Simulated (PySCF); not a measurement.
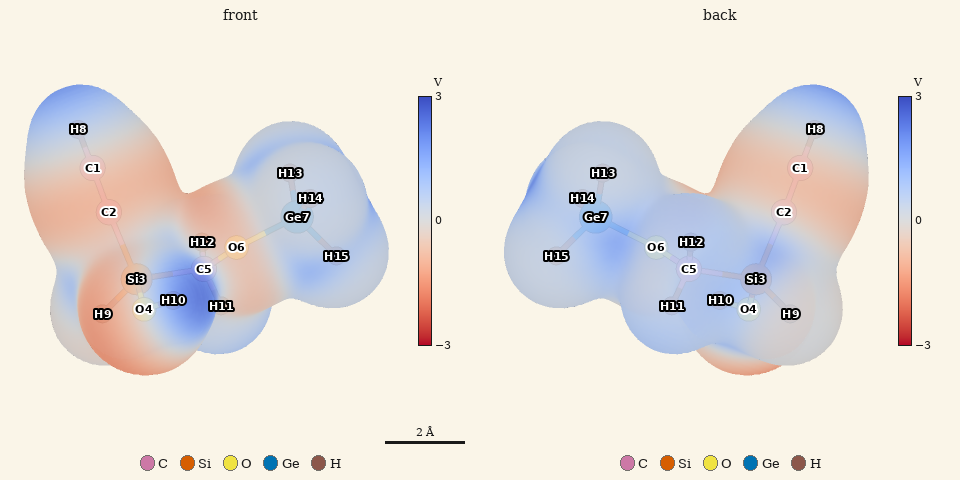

C$_{3}$H$_{8}$GeO$_{2}$Si. The electrostatic potential painted on the density surface at 0.002 e/bohr³, seen from the front and from behind; red is negative and blue positive.

Geometry: GFN2-xTB.

Level of theory: wB97X-D/def2-SVPD, SCF density, gas phase (PySCF).

Input

```
{"job": {"kind": "uv", "xc": "wB97X-D", "basis": "def2-SVPD", "nstates": 8, "ntriplets": 3}, "charge": 0, "multiplicity": 1}
C     -1.852521     2.646685    -0.310906
C     -1.819413     1.450509    -0.428273
Si    -1.693267    -0.393366    -0.601086
O     -2.091836    -1.162635     0.769489
C      0.139713    -0.737299    -1.019865
O      0.849430    -0.496804     0.201656
Ge     2.580486    -0.292755     0.300682
H     -1.889932     3.693289    -0.205585
H     -2.609901    -0.930894    -1.598490
H     -1.470611    -1.194468     1.494400
H      0.306745    -1.768616    -1.344778
H      0.510598    -0.087483    -1.816977
H      3.010403     0.805439    -0.631815
H      2.739023     0.045095     1.742589
H      3.286668    -1.568705    -0.078609
```

Run with:

```sh
OMP_NUM_THREADS=1 python probes_run.py task.json out
```

Question: Which sites attract a positive test charge, and which a negative one?

Answer: A positive charge is drawn to the negative regions and a negative charge to the positive ones. The most negative region (about −1.5 V, or −35 kcal/mol for a unit charge) lies over O4, the most positive (about +2.2 V, or +51 kcal/mol for a unit charge) over H10. O4 is the likeliest acceptor of a hydrogen bond.
